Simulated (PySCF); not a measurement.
# SO3: rigid scans about the minimum

How stiff is SO3 (singlet) against rigid distortions? The scans start from its r2SCAN minimum.

Method: r2SCAN, basis S def2-TZVP, O def2-TZVP, no relativity, density fitting; program: PySCF 2.14.0.

## (1) The system as given

4 atoms, charge 0, spin multiplicity 1.

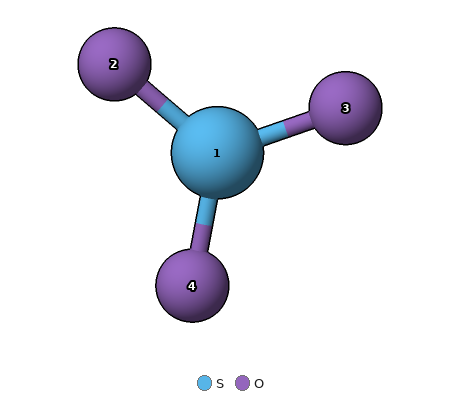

Start geometry, drawn with sulfur blue, oxygen purple; atoms are numbered from 1 in the order of the file.

```xyz
4
charge 0 multiplicity 1
S     0.0000    0.0000    0.0000
O     1.4290    0.0000    0.0000
O    -0.7145    1.2376    0.0000
O    -0.7145   -1.2376    0.0000
```

## (2) Fields at the lowest minimum

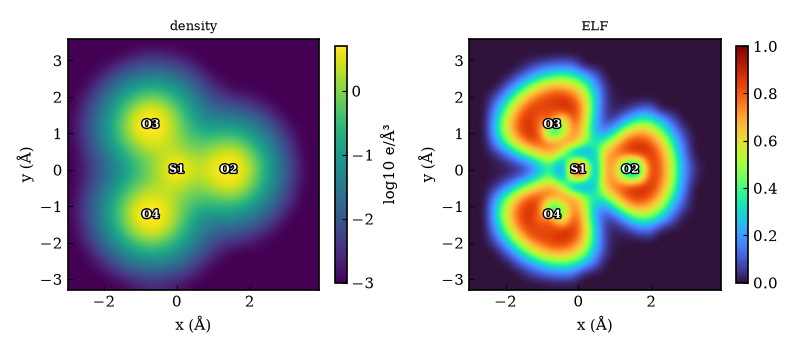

The plane holds S1 at (0.00, 0.00), O2 at (1.43, 0.00), O3 at (-0.71, 1.24), O4 at (-0.71, -1.24) Å. ELF is set to 0 where the density is under 0.005 e/Å³; an orbital's overall sign is arbitrary.

Orbitals, density, ELF and potential are computed afterwards from the orbital file.

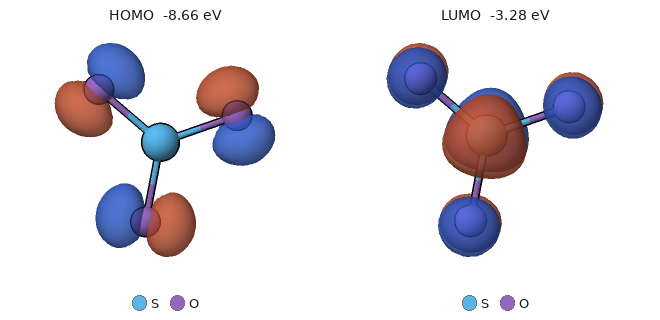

r2SCAN orbitals near the gap, drawn at the value that encloses 70 % of each; the two colours are the two signs.

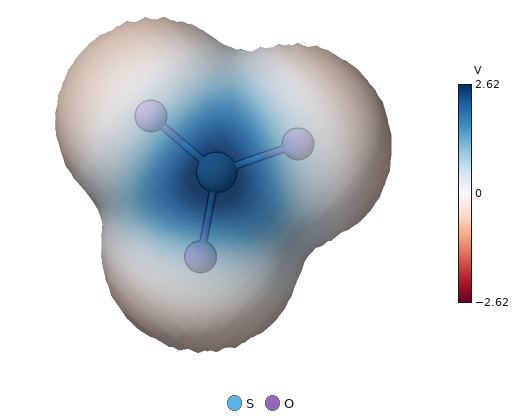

The potential that a unit positive charge feels on the 0.002 e/bohr³ surface, from the 1st to the 99th percentile, from -0.47 V near O3 to 2.62 V near S1.

Along S1–O2 (1.429 Å) the density is least, 2.08 e/Å³, about 0.57 Å from S1; ELF there is 0.29.

Making the fields took 1.8 s on 2 threads of Arm Neoverse V1, shared host.

## (3) Breathing scan

One driver script runs all scans and calls PySCF for each point, on a (75, 302) grid.

Run with:

```bash
$ OMP_NUM_THREADS=2 python axn.py task.json out
```

A rigid scan with r2SCAN: all bonds to the central atom are scaled together. Each point starts from its neighbour's orbitals, and energies count from the minimum.

```
scale of all bonds to the centre  energy (kJ/mol)
                            0.88            431.6
                            0.92            166.5
                            0.96             36.3
                            1.00              0.0
                            1.04             27.8
                            1.08             98.0
                            1.14            250.6
                            1.22            493.3
                            1.35            891.4
```

The scan took 31 s.

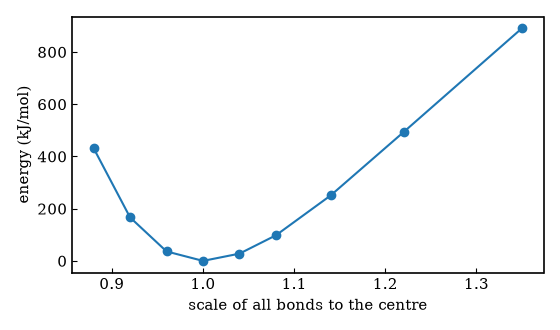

Energy along the scan.

## (4) Stretching one bond

A rigid scan with r2SCAN: the bond from S to the last atom (O) is scaled and the rest held.

| scale of one bond | energy (kJ/mol) | dipole size (D) |
| --- | --- | --- |
| 0.92 | 54.7 | 0.50 |
| 0.96 | 12.0 | 0.25 |
| 1.00 | 0.0 | 0.00 |
| 1.05 | 14.0 | 0.29 |
| 1.12 | 65.3 | 0.65 |
| 1.20 | 144.3 | 1.00 |
| 1.35 | 297.5 | 1.50 |
| 1.55 | 458.0 | 1.84 |
| 1.80 | 575.1 | 1.81 |
| 2.20 | 649.8 | 1.22 |

The scan took 80 s.

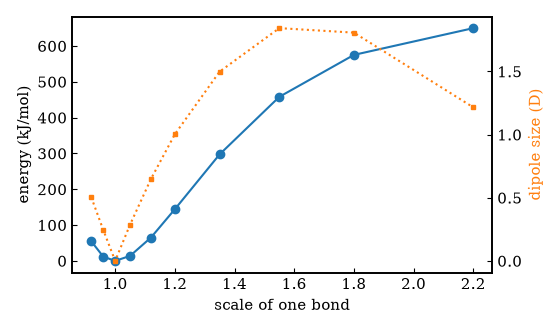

Energy (circles) and dipole moment (squares) along the scan.

A restricted determinant lies too high at long bonds, where the pair should uncouple.

## (5) Umbrella curve

A rigid scan with r2SCAN: angle between each bond and the threefold axis, bonds fixed.

| angle of the bonds to the threefold axis (°) | energy (kJ/mol) | dipole size (D) |
| --- | --- | --- |
| 55 | 592.3 | 1.40 |
| 60 | 509.0 | 1.69 |
| 65 | 372.0 | 2.19 |
| 70 | 223.9 | 1.77 |
| 75 | 120.4 | 1.34 |
| 80 | 51.9 | 0.90 |
| 85 | 12.8 | 0.45 |
| 90 | 0.0 | 0.00 |

The scan took 2.5 min.

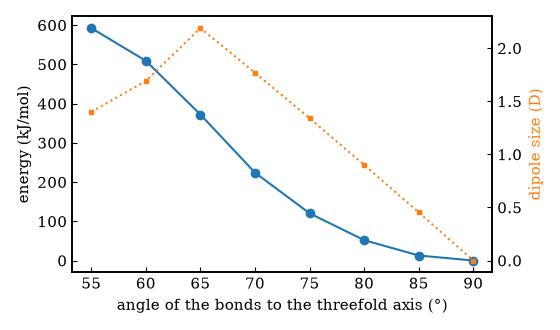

Energy (circles) and dipole moment (squares) along the scan.

## (6) Outcome

| quantity | value |
| --- | --- |
| all bonds 4 % longer | 27.8 kJ/mol |
| one bond 20 % longer | 144.3 kJ/mol |

What this shows: The well is lopsided, 36.3 kJ/mol for 4 % shorter bonds against 27.8 for 4 % longer ones.
